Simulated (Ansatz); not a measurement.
**Lattice dynamics of TaInS3 (model cell, started as cubic perovskite with Ta in the octahedra)**

How does TaInS3 (model cell, started as cubic perovskite with Ta in the octahedra) vibrate, and is this structure a minimum?

Main program and level: Ansatz 0.2.0; DFT PBE, scalar-relativistic, plane waves, PAW; PAW set soft_1.

The structure was built from a prototype and need not be the compound's stable phase.

### Step 1. Starting point

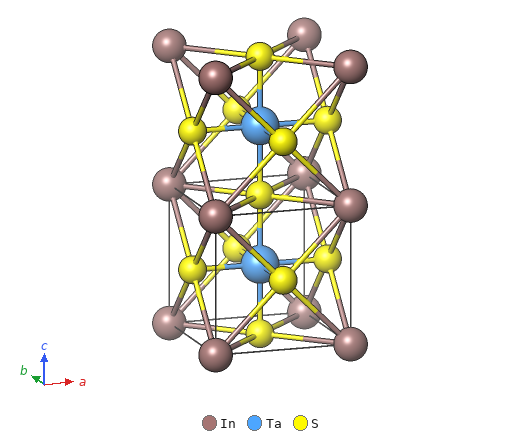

The starting structure, seen slightly off an axis (indium brown, tantalum blue, sulfur yellow). 1×1×2 cells are drawn. Some periodic images of atoms are drawn too.

### Step 2. Bringing the structure to rest

The cell and atoms are relaxed, since residual forces and stress would shift the frequencies.

Contents of input.yaml:

```yaml
crystal:
  lattice:
    - [4.8608, 0.0, 0.0]
    - [0.0, 4.8608, 0.0]
    - [0.0, 0.0, 4.8608]
  atoms:
    - { symbol: In, position: [0.0, 0.0, 0.0] }
    - { symbol: Ta, position: [0.5, 0.5, 0.5] }
    - { symbol: S, position: [0.5, 0.5, 0.0] }
    - { symbol: S, position: [0.5, 0.0, 0.5] }
    - { symbol: S, position: [0.0, 0.5, 0.5] }
kpoints:
  mp_grid: { grid: [8, 8, 8] }
hamiltonian:
  xc: pbe
  pseudopotentials: { kind: paw, azcp: { folder: soft_1 } }
scf:
  occupations: { method: gaussian, width: 0.1 }
output:
  forces: true
  stress: true
  eigenvalues: true
  write_density: true
  write_potential: true
  elf: true
  volumetric_format: npy
relax:
  adjacent_minimum: "off"
  f_tol: 0.005
  max_steps: 80
  cell: { stress_tol: 0.05 }
```

The run is started by

```console
$ ansatz run input.yaml --threads 4 --pin off --max-ram 16384MiB --backend cpu --events-out ev --progress --plain --runs-dir out
```

Numbers of over 12 decimals in the logs are rounded to 6 here.

What it wrote:

```text
Engine: ansatz 0.2.0, aarch64-unknown-linux-gnu
Pseudopotentials: kind: paw
Pseudopotential: In, paw, valence charge 13, recommended cutoff 420 eV (normal), soft_1/In.paw.azcp
Pseudopotential: Ta, paw, valence charge 13, recommended cutoff 420 eV (normal), soft_1/Ta.paw.azcp
Pseudopotential: S, paw, valence charge 6, recommended cutoff 420 eV (normal), soft_1/S.paw.azcp
Functional definition: PBE
  parameter kappa = 0.804
  parameter beta = 0.066725
  exchange = pbe_x(kappa = kappa, mu = beta*pi^2/3)
  correlation = pbe_c(beta = beta)
Crystal: 5 atoms, lattice volume = 114.848 Å³
Basis set: ecut = 420 eV, 2205 PW (Γ), exchange–correlation on 72×72×72 points (8 copies of the dense FFT grid, shifted against one another)
Bands: 27, of which v1, the nominal top of the filled ones, is band 22 counted from 1 (21 counted from 0)
Symmetry: 48 space group operations
Space group: Pm-3m (ITA 221), of the structure as read, at distance tolerance 4.9e-5 Å
k-points: 35 of 512
Non-local potential: In, projectors of the file, l = 0: 2, l = 1: 2, l = 2: 2, l = 3: 1
Non-local potential: Ta, projectors of the file, l = 0: 3, l = 1: 2, l = 2: 2, l = 3: 1
Non-local potential: S, projectors of the file, l = 0: 2, l = 1: 2, l = 2: 1
PAW form: soft (Blöchl's): semilocal exchange-correlation on the pseudo side does not see the compensation charge
PAW one-centre angular grid: In, 590 points (default); XC on 64 Gauss nodes
PAW one-centre angular grid: Ta, 590 points (default); XC on 64 Gauss nodes
PAW one-centre angular grid: S, 110 points (default); XC on 64 Gauss nodes
Initial density: superposition of atomic densities (chi_scale 0.1, normalization cell, long waves kept (reshape's long-wave potential 0.00 eV rms))
Initial wavefunctions: pseudopotential atomic-orbital guess
Functional: x = pbe(κ = 0.804, μ = 0.219515), c = pbe(β = 0.066725)
SCF iter   1: F=—  HF=-18240.421493 eV  |F-HF|=—  |Δ(HF+E_count)|=         —  Δρ=2.54e-2  dr2=6.56e-1  ethr=3.10e-3  ⟨swp⟩=6.9  Hψ=4559  notcnv=0
preconditioner: auto → Resta (q_TF=auto, 2.325 Å⁻¹)  ε∞=5.5  [insulator: Δε(μ)=0.130 eV  Ē_g=9.849 eV  σ=0.100 eV  W_gap=0.51  n_scr=26 (ndim 8)  ℏωp=20.8 eV  f_vac=0.000  D(μ)=1.15/eV (n_scr^D=6)  ε∞_Penn≈5.5]
SCF iter   2: F=—  HF=-18240.289161 eV  |F-HF|=—  |Δ(HF+E_count)|=   1.32e-1  Δρ=1.47e-2  dr2=2.32e-1  ethr=1.49e-3  ⟨swp⟩=1.3  Hψ=1240  notcnv=0  defer=2
preconditioner: auto → Kerker (q_TF=auto, 2.325 Å⁻¹)  [metal: Δε(μ)=0.015 eV  Ē_g=9.777 eV  σ=0.100 eV  W_gap=0.08  n_scr=26 (ndim 8)  ℏωp=20.8 eV  f_vac=0.000  D(μ)=1.01/eV (n_scr^D=0)]
SCF iter   3: F=—  HF=-18240.242614 eV  |F-HF|=—  |Δ(HF+E_count)|=   4.65e-2  Δρ=2.71e-3  dr2=1.26e-2  ethr=5.27e-4  ⟨swp⟩=2.2  Hψ=1514  notcnv=0  defer=17
SCF iter   4: F=—  HF=-18240.242468 eV  |F-HF|=—  |Δ(HF+E_count)|=   1.46e-4  Δρ=9.90e-4  dr2=1.75e-3  ethr=2.86e-5  ⟨swp⟩=2.4  Hψ=1618  notcnv=0  defer=20
SCF iter   5: F=—  HF=-18240.242901 eV  |F-HF|=—  |Δ(HF+E_count)|=   4.33e-4  Δρ=2.62e-4  dr2=2.10e-4  ethr=3.97e-6  ⟨swp⟩=2.0  Hψ=1231  notcnv=0  defer=20
SCF iter   6: F=—  HF=-18240.242964 eV  |F-HF|=—  |Δ(HF+E_count)|=   6.33e-5  Δρ=7.43e-5  dr2=9.34e-6  ethr=4.76e-7  ⟨swp⟩=2.0  Hψ=1248  notcnv=0  defer=20
SCF iter   7: F=—  HF=-18240.242965 eV  |F-HF|=—  |Δ(HF+E_count)|=   8.59e-7  Δρ=1.50e-5  dr2=2.79e-7  ethr=2.12e-8  ⟨swp⟩=2.1  Hψ=1422  notcnv=0  defer=21
SCF iter   8: F=-18240.242965 eV  HF=-18240.242965 eV  |F-HF|=1.16e-8  |Δ(HF+E_count)|=   2.16e-7  Δρ=3.20e-6  dr2=9.25e-9  ethr=2.27e-10  ⟨swp⟩=14.5  Hψ=7668  notcnv=0
SCF 1 converged in 8 iterations: F = -18240.242965 eV  dr2 = 9.25e-9
  greatest PAW one-centre occupation: 0.999 electrons in one spin orbital (limit 2), on the Ta atom at site 1 (counted from 0), in its partial waves of l = 0
relax step   1: F+E_penalty+E_count = -18240.24296501 eV  Δ(F+E_penalty+E_count) = +0.000e0 eV  max|allowed force component| = 1.323e-29 eV/Å  Δτ_max = 0.0000 Å  P = -0.183 GPa  Ω = 114.848 Å³  (8 SCF iters, dr2 threshold 1.00e-7 eV, accepted)
Crystal: 5 atoms, lattice volume = 114.546 Å³
Initial density: handed on by an earlier stage of this run
Initial wavefunctions: those handed on with the density
iter 1 solved again at ethr=2.59e-7 eV; its pass at ethr=3.10e-3 eV (dr2=1.14e-4 eV) is discarded
SCF iter   1: F=—  HF=-18240.243173 eV  |F-HF|=—  |Δ(HF+E_count)|=         —  Δρ=1.90e-4  dr2=1.10e-4  ethr=2.59e-7  ⟨swp⟩=2.0  Hψ=5051  notcnv=0
preconditioner: auto → Resta (q_TF=auto, 2.326 Å⁻¹)  ε∞=5.6  [insulator: Δε(μ)=0.120 eV  Ē_g=9.754 eV  σ=0.100 eV  W_gap=0.58  n_scr=26 (ndim 8)  ℏωp=20.8 eV  f_vac=0.000  D(μ)=0.92/eV (n_scr^D=0)  ε∞_Penn≈5.6]
SCF iter   2: F=—  HF=-18240.243157 eV  |F-HF|=—  |Δ(HF+E_count)|=   1.59e-5  Δρ=9.24e-5  dr2=2.62e-5  ethr=2.51e-7  ⟨swp⟩=1.1  Hψ=948  notcnv=0
SCF iter   3: F=—  HF=-18240.243142 eV  |F-HF|=—  |Δ(HF+E_count)|=   1.52e-5  Δρ=1.36e-5  dr2=1.92e-7  ethr=5.97e-8  ⟨swp⟩=2.0  Hψ=1248  notcnv=0
iter 4 did not close the SCF: its close was put off for the readings that it lacked (scf_convergence_deferred on its scf_iter line)
SCF iter   4: F=-18240.243142 eV  HF=-18240.243142 eV  |F-HF|=1.57e-8  |Δ(HF+E_count)|=   1.52e-7  Δρ=3.39e-6  dr2=1.90e-8  ethr=4.36e-10  ⟨swp⟩=2.3  Hψ=1411  notcnv=0
iter 5 did not close the SCF: its close was put off for the readings that it lacked (scf_convergence_deferred on its scf_iter line)
SCF iter   5: F=-18240.243142 eV  HF=-18240.243142 eV  |F-HF|=9.75e-10  |Δ(HF+E_count)|=   1.99e-8  Δρ=1.27e-6  dr2=1.47e-9  ethr=4.31e-11  ⟨swp⟩=2.0  Hψ=1568  notcnv=0
SCF iter   6: F=-18240.243142 eV  HF=-18240.243142 eV  |F-HF|=1.16e-10  |Δ(HF+E_count)|=   1.29e-9  Δρ=4.36e-7  dr2=2.33e-10  ethr=3.34e-12  ⟨swp⟩=6.0  Hψ=5554  notcnv=0
SCF 2 converged in 6 iterations: F = -18240.243142 eV  dr2 = 2.33e-10
relax step   2: F+E_penalty+E_count = -18240.24314215 eV  Δ(F+E_penalty+E_count) = -1.771e-4 eV  max|allowed force component| = 4.904e-30 eV/Å  Δτ_max = 0.0000 Å  P = +0.039 GPa  Ω = 114.546 Å³  energy of the carried Pulay correction = +4.119e-5 eV  (6 SCF iters, dr2 threshold 8.39e-8 eV, accepted)
Initial wavefunctions: pseudopotential atomic-orbital guess (no wavefunctions were taken with the density)
iter 1 solved again at ethr=1.95e-6 eV; its pass at ethr=3.10e-3 eV (dr2=8.60e-4 eV) is discarded
SCF iter   1: F=—  HF=-18240.243115 eV  |F-HF|=—  |Δ(HF+E_count)|=         —  Δρ=3.30e-6  dr2=3.89e-9  ethr=1.95e-6  ⟨swp⟩=3.0  Hψ=7035  notcnv=0
eigensolver tolerance schedule: the retry pair's looser diagonalisation over-reported the residual by 221361.67 of it (diagonalisation noise at an unbounded share of the residual, at the tolerance the schedule requests for it); recorded, not acted on — ethr = c·dr2/N_el stays at c = 1.0e-1
preconditioner: auto → Resta (q_TF=auto, 2.326 Å⁻¹)  ε∞=5.6  [insulator: Δε(μ)=0.121 eV  Ē_g=9.757 eV  σ=0.100 eV  W_gap=0.58  n_scr=26 (ndim 8)  ℏωp=20.8 eV  f_vac=0.000  D(μ)=0.91/eV (n_scr^D=0)  ε∞_Penn≈5.6]
SCF iter   2: F=—  HF=-18240.243106 eV  |F-HF|=—  |Δ(HF+E_count)|=   8.72e-6  Δρ=1.87e-6  dr2=9.36e-10  ethr=8.83e-12  ⟨swp⟩=5.1  Hψ=3091  notcnv=0
SCF iter   3: F=—  HF=-18240.243106 eV  |F-HF|=—  |Δ(HF+E_count)|=  5.20e-10  Δρ=9.57e-7  dr2=2.90e-10  ethr=2.13e-12  ⟨swp⟩=1.7  Hψ=1197  notcnv=0
iter 4 did not close the SCF: its close was put off for the readings that it lacked (scf_convergence_deferred on its scf_iter line)
SCF iter   4: F=-18240.243106 eV  HF=-18240.243106 eV  |F-HF|=1.09e-11  |Δ(HF+E_count)|=  2.33e-10  Δρ=1.14e-7  dr2=1.34e-11  ethr=1.00e-12  ⟨swp⟩=2.3  Hψ=1266  notcnv=0
iter 5 did not close the SCF: its close was put off for the readings that it lacked (scf_convergence_deferred on its scf_iter line)
SCF iter   5: F=-18240.243106 eV  HF=-18240.243106 eV  |F-HF|=3.64e-12  |Δ(HF+E_count)|=  1.82e-11  Δρ=2.78e-8  dr2=1.07e-12  ethr=1.00e-12  ⟨swp⟩=1.0  Hψ=945  notcnv=0
iter 6 did not close the SCF: its close was put off for the readings that it lacked (scf_convergence_deferred on its scf_iter line)
SCF iter   6: F=-18240.243106 eV  HF=-18240.243106 eV  |F-HF|=3.64e-12  |Δ(HF+E_count)|=  7.28e-12  Δρ=4.86e-9  dr2=4.04e-14  ethr=1.00e-12  ⟨swp⟩=1.0  Hψ=945  notcnv=0
iter 7 did not close the SCF: its close was put off for the readings that it lacked (scf_convergence_deferred on its scf_iter line)
SCF iter   7: F=-18240.243106 eV  HF=-18240.243106 eV  |F-HF|=3.64e-12  |Δ(HF+E_count)|=    0.00e0  Δρ=2.30e-9  dr2=3.48e-15  ethr=1.00e-12  ⟨swp⟩=1.0  Hψ=945  notcnv=0
SCF iter   8: F=-18240.243106 eV  HF=-18240.243106 eV  |F-HF|=7.28e-12  |Δ(HF+E_count)|=    0.00e0  Δρ=9.88e-10  dr2=6.68e-16  ethr=1.00e-12  ⟨swp⟩=3.1  Hψ=2868  notcnv=0
SCF 3 converged in 8 iterations: F = -18240.243106 eV  dr2 = 6.68e-16
relax step   3: F+E_penalty+E_count = -18240.24310610 eV  Δ(F+E_penalty+E_count) = +3.605e-5 eV  max|allowed force component| = 3.984e-30 eV/Å  Δτ_max = 0.0000 Å  P = +0.039 GPa  Ω = 114.546 Å³  stress off target by 3.94e-2 GPa  SCF on the basis re-selected at this cell (its energy is not comparable with the rows above)  (8 SCF iters)
basis re-selected at this cell: Δ(F+E_penalty+E_count) = +3.605e-5 eV, ΔP = -0.000 GPa vs the last step (what re-selecting the basis moved, of the pressure what is left beyond the Pulay correction that the steps carried, after the strain that the cell walked since its last selection, with what the two solves' SCF thresholds leave and, on support functions, any second-order correction that the steps lacked; it is no m [...]
SCF converged after 8 iterations
Free energy (F): -18240.243106 eV
Harris-Foulkes:  -18240.243106 eV  (|F-HF|=7.28e-12)
Internal energy: -18240.238538 eV  (E = F + TS)
E sigma→0 (E₀):  -18240.240822 eV
Entropy (-TS):   -0.004568 eV (-0.914 meV/atom)
Fermi energy:    7.710044 eV
--- Per-component energies (eV) ---
  E_band       = -278.702339
  E_kinetic    = 918.781252
  E_local      = -2511.307313  (includes V_loc(G=0)·N_el)
  E_nonlocal   = 419.226448
  E_hartree    = 931.629998
  E_xc         = -730.511474
  E_vxc        = -569.858836  (∫ρ·V_xc dr)
  E_paw        = -14332.958108  (= ΣΔE_a)
  E_vpaw       = -398.804122  (= ΣTr[D̂ρ^β])
  E_aug_tail   = 0.000238  (compensation charges beyond the density's cutoff)
  E_ewald      = -2935.099578
  E_smearing   = -0.004568  (= −TS)
  E_closure    = -0.000000  (closes the sum)
  Σ components = -18240.243106   (vs F -18240.243106, Δ=0.00e0)
--- Forces (eV/Å), atoms counted from 1 ---
  atom   1  In     0.00000000    -0.00000000    -0.00000000
  atom   2  Ta     0.00000000     0.00000000     0.00000000
  atom   3  S      0.00000000     0.00000000     0.00000000
  atom   4  S      0.00000000     0.00000000    -0.00000000
  atom   5  S      0.00000000     0.00000000    -0.00000000
  max |Σ_I F_I| component: 6.38e-30 eV/Å
--- Stress (GPa, compression-positive) ---
        0.039425      -0.000000       0.000000
       -0.000000       0.039425      -0.000000
        0.000000      -0.000000       0.039425
  P = ⅓ Tr σ = 0.0394 GPa (0.394 kbar)
--- Band table (eV; the first three rows and the last of 35) ---
  k-point 0: bands = [... 18 lower, 6.4407, 6.8520, 6.8520, 6.8520, 7.2340, 7.2340, 7.2340, 9.6384, ... 1 higher]
  k-point 1: bands = [... 18 lower, 6.3748, 6.5377, 6.7391, 6.7391, 7.2408, 7.9121, 7.9121, 9.6441, ... 1 higher]
  k-point 2: bands = [... 18 lower, 6.2251, 6.7698, 6.7698, 6.7905, 7.2574, 8.8398, 8.8398, 9.6560, ... 1 higher]
  k-point 34: bands = [... 18 lower, 4.6005, 7.7551, 7.7551, 7.7551, 10.0921, 10.0921, 10.0921, 13.8306, ... 1 higher]
--- Relaxed structure (2 steps of the walk, 2 accepted, 1 SCFs on fresh bases) ---
  F+E_penalty+E_count = -18240.24310610 eV   max|allowed force component| = 3.984e-30 eV/Å   (the final SCF, on the basis selected at the relaxed cell)
  cell:  # Å, volume = 114.5462 Å³
    - [4.856539, 0, 0]
    - [0, 4.856539, 0.0]
    - [0.0, 0.0, 4.856539]
  atoms:
    - { symbol: In, position: [0, 0, 0] }
    - { symbol: Ta, position: [0.5, 0.5, 0.5] }
    - { symbol: S, position: [0.5, 0.5, 0] }
    - { symbol: S, position: [0.5, 0, 0.5] }
    - { symbol: S, position: [0, 0.5, 0.5] }
```

Wall time 6.2 s (4 threads of Arm Neoverse V1, shared host); peak memory 0.48 GiB.

Little changed from the start: no atom moved by 0.005 Å and no cell edge by 0.1 %.

Numbers from this step:

```
pressure          : 0.03943 GPa
volume per atom   : 22.91 Å³
gap on the k-mesh : 0 eV
```

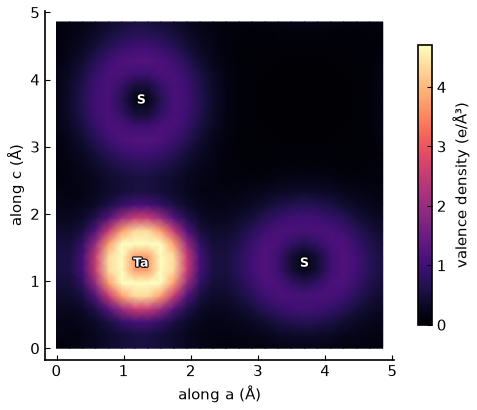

Valence density in the ac plane at fractional y = 0.500, with atoms of Ta and S within 0.2 Å of it. It is the smooth field of the valence electrons, not physical close to the nuclei. The map starts off the cell's origin, so that atoms lie inside it.

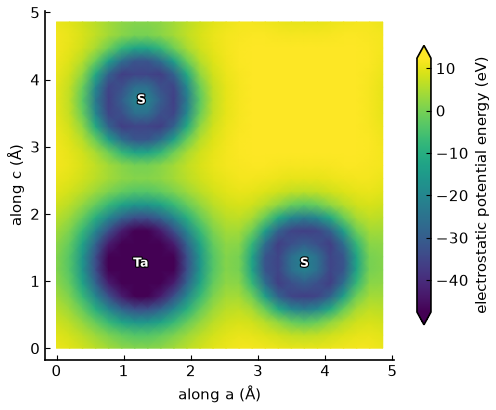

Electrostatic potential energy in the ac plane at fractional y = 0.500, with atoms of Ta and S within 0.2 Å of it. With pseudopotentials it is smooth inside the atoms' cores, unlike the true potential. The map starts off the cell's origin, so that atoms lie inside it.

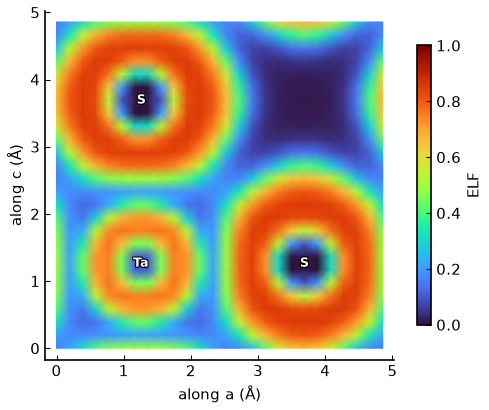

ELF in the ac plane at fractional y = 0.500, with atoms of Ta and S within 0.2 Å of it. It is the smooth field of the valence electrons, not physical close to the nuclei. The map starts off the cell's origin, so that atoms lie inside it.

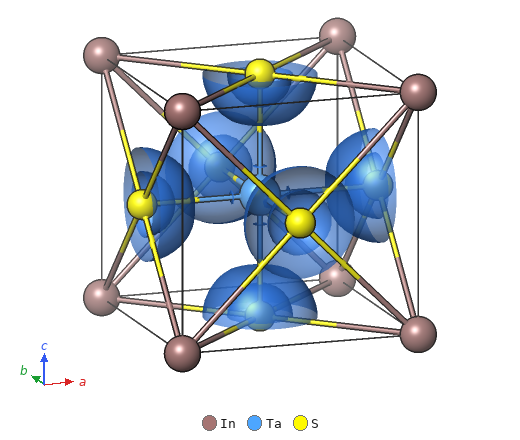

Surface of ELF = 0.78.

In this step the volume went from 22.97 to 22.91 Å³/atom.

### Step 3. Tight relaxation

Phonons need a cell at rest on their own settings, so the relaxation is repeated with tight tolerances on forces and stress, using the mesh and the filling of the phonon run that follows.

input.yaml, the sections that differ from step 2:

```yaml
crystal:
  lattice:
    - [4.8565390211, 0.0, 0.0]
    - [0.0, 4.8565390211, 0.0]
    - [0.0, 0.0, 4.8565390211]
  atoms:
    - { symbol: In, position: [0.0, 0.0, 0.0] }
    - { symbol: Ta, position: [0.5, 0.5, 0.5] }
    - { symbol: S, position: [0.5, 0.5, 0.0] }
    - { symbol: S, position: [0.5, 0.0, 0.5] }
    - { symbol: S, position: [0.0, 0.5, 0.5] }
scf:
  occupations: { method: methfessel_paxton, width: 0.2 }
relax:
  adjacent_minimum: "off"
  f_tol: 0.001
  max_steps: 60
  cell: { stress_tol: 0.01 }
# kpoints, hamiltonian, output: as in step 2
```

What it wrote:

```text
[...]
Crystal: 5 atoms, lattice volume = 114.546 Å³
Basis set: ecut = 420 eV, 2205 PW (Γ), exchange–correlation on 72×72×72 points (8 copies of the dense FFT grid, shifted against one another)
Bands: 27, of which v1, the nominal top of the filled ones, is band 22 counted from 1 (21 counted from 0)
Symmetry: 48 space group operations
[...]
k-points: 35 of 512
[...]
--- Relaxed structure (2 steps of the walk, 2 accepted, 1 SCFs on fresh bases) ---
[...]
cell:  # Å, volume = 114.6210 Å³
    - [4.857596, 0, 0]
    - [0, 4.857596, 0.0]
    - [0.0, 0.0, 4.857596]
  atoms:
    - { symbol: In, position: [0, 0, 0] }
    - { symbol: Ta, position: [0.5, 0.5, 0.5] }
    - { symbol: S, position: [0.5, 0.5, 0] }
    - { symbol: S, position: [0.5, 0, 0.5] }
    - { symbol: S, position: [0, 0.5, 0.5] }
[key lines of the parts left out:]
SCF converged after 7 iterations
Free energy (F): -18240.237617 eV
Fermi energy:    7.700512 eV
P = ⅓ Tr σ = -0.0099 GPa (-0.099 kbar)
```

Run time: 6.2 s. Hardware: 4 threads; peak memory 0.48 GiB.

Little changed from the start: no atom moved by 0.005 Å and no cell edge by 0.1 %.

Numbers from this step:

| Property | Result |
| --- | --- |
| pressure | -0.009858 GPa |
| volume per atom | 22.92 Å³ |

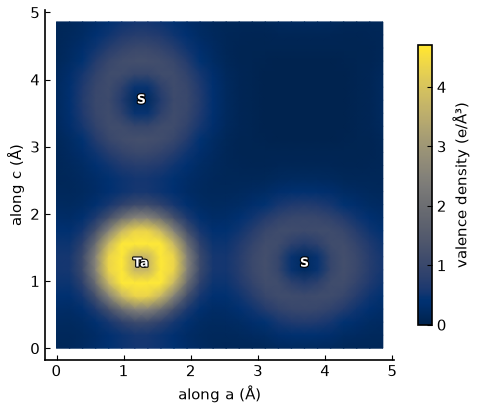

Valence density in the ac plane at fractional y = 0.500, with atoms of Ta and S within 0.2 Å of it. It is the smooth field of the valence electrons, not physical close to the nuclei. The map starts off the cell's origin, so that atoms lie inside it.

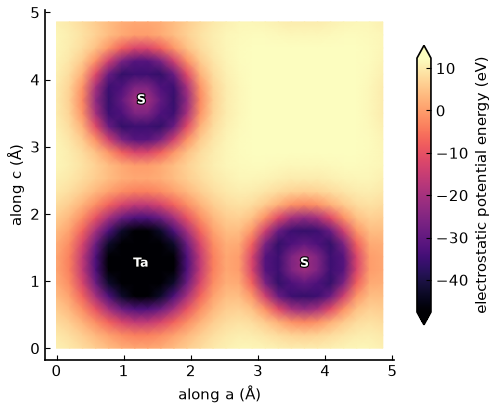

Electrostatic potential energy in the ac plane at fractional y = 0.500, with atoms of Ta and S within 0.2 Å of it. With pseudopotentials it is smooth inside the atoms' cores, unlike the true potential. The map starts off the cell's origin, so that atoms lie inside it.

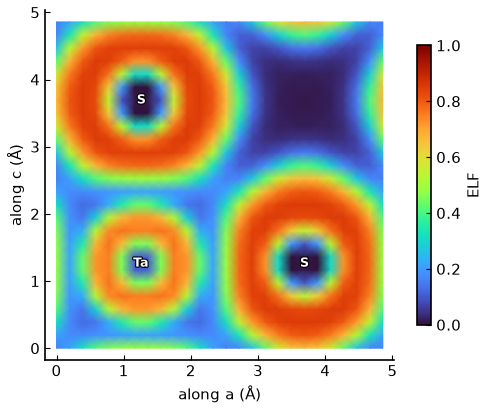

ELF in the ac plane at fractional y = 0.500, with atoms of Ta and S within 0.2 Å of it. It is the smooth field of the valence electrons, not physical close to the nuclei. The map starts off the cell's origin, so that atoms lie inside it.

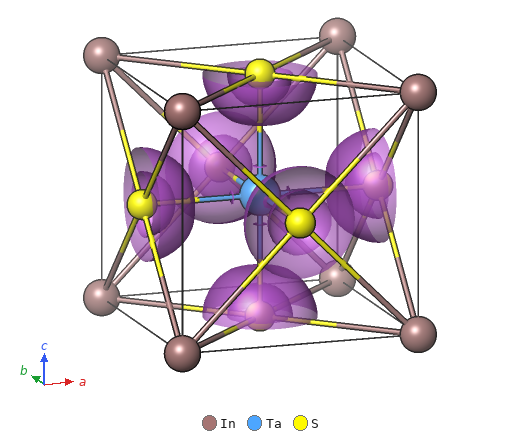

Surface of ELF = 0.78.

The forces vanish by symmetry and the pressure is -0.010 GPa, within the tolerances set. The cell now holds 22.92 Å³/atom.

(Part 1 of 2 ends here.)

[Logs are printed without paths, hosts, clocks, repeated set-up lines and the standing remarks that a program may print on its own settings, such as how far it seeks lower states.]

[Hosts, paths, dates, database ids (printed as entryN), source tags and the programs' standing remarks are cut or masked in the printed files.]
